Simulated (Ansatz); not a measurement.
**Frozen-phonon scan for Si (diamond)**

Si (diamond)

```
Si
1.0
    0.00000     5.46988     5.46988
    2.73494     0.00000     2.73494
    2.73494     2.73494     0.00000
Si
4
Cartesian
  2.73494   2.73494   2.73494
  2.73494   5.46988   5.46988
  4.10241   4.10241   4.10241
  4.10241   6.83735   6.83735
```

A phonon eigenvector at L = (0.5, 0.0, 0.0) is frozen into this cell: atom i moves by Q times the vector below, so Q is the largest atomic displacement, in Å. The cell is held. (q is in reciprocal vectors of the primitive cell; the cell shown is doubled to hold the pattern.)

| atom | x | y | z |
|---|---|---|---|
| Si1 | -0.577 | 0.577 | 0.577 |
| Si2 | 0.577 | -0.577 | -0.577 |
| Si3 | -0.577 | 0.577 | 0.577 |
| Si4 | 0.577 | -0.577 | -0.577 |

Method: PBE (plane waves to 420 eV, PAW, scalar-relativistic; Ansatz, a quantum-chemistry and plane-wave program). k mesh 5×10×10 (Γ-centred), Fermi-Dirac smearing 0.05 eV. The energy includes the smearing's −TS. Si was relaxed with its symmetry unable to fall. The PAW data are Ansatz's earlier set. The zero of ΔE is the undisplaced structure.

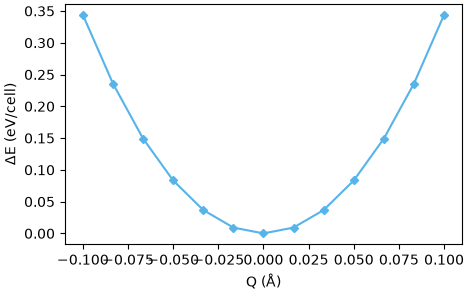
ΔE (eV/cell) against Q (Å); computed points joined by lines.

The energy at Q = 0.100 Å is 344 meV/cell. Harmonic wavenumber from the curvature (finite differences): 399 cm⁻¹. Wavenumber by perturbation theory (DFPT, on another k mesh): 399 cm⁻¹. Space group of the distorted cell: R-3m (No. 166), lowered from Fd-3m. Shape of the curve: a single well with its minimum at or next to zero displacement.

E″ = 65.90 eV/Å², M = Σ mᵢ|uᵢ|² = 112.3 u, ν̃ = 521.5·√(|E″|/M).

(For displaced atoms, the force is minus the slope of the energy, and its curvature is a force constant, which sets phonon frequencies.)
